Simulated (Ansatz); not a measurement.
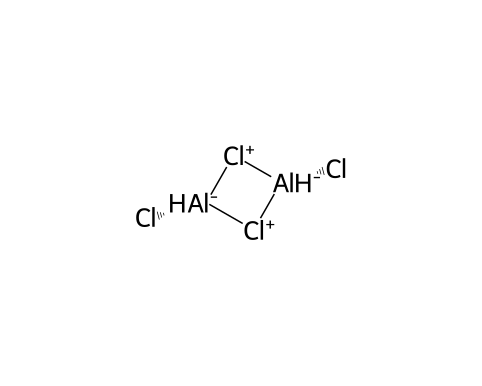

The drawing above gives the connectivity. The geometry was computed by an optimisation with PBE0-D4/def2-TZVP.

What does the molecule look like in three dimensions?

Formula Al₂Cl₄H₂. As SMILES it reads `[Cl][Al@H-]1[Cl+][Al@@H-]([Cl])[Cl+]1`. Coordination, clear cases only: 2 Cl bent.

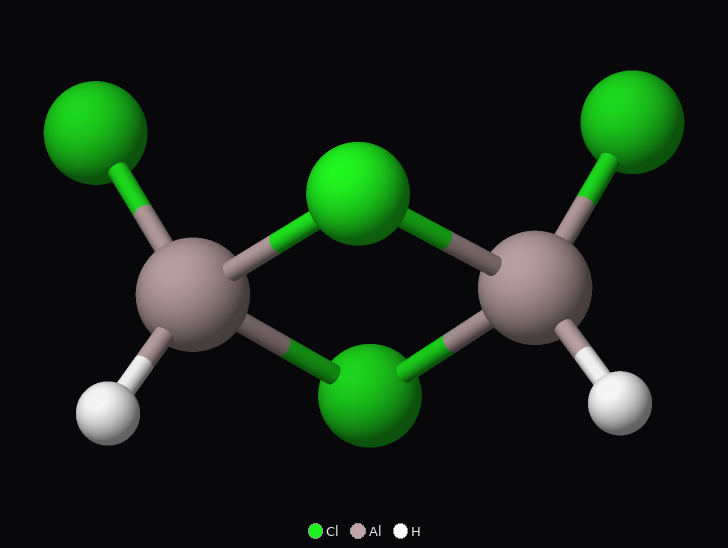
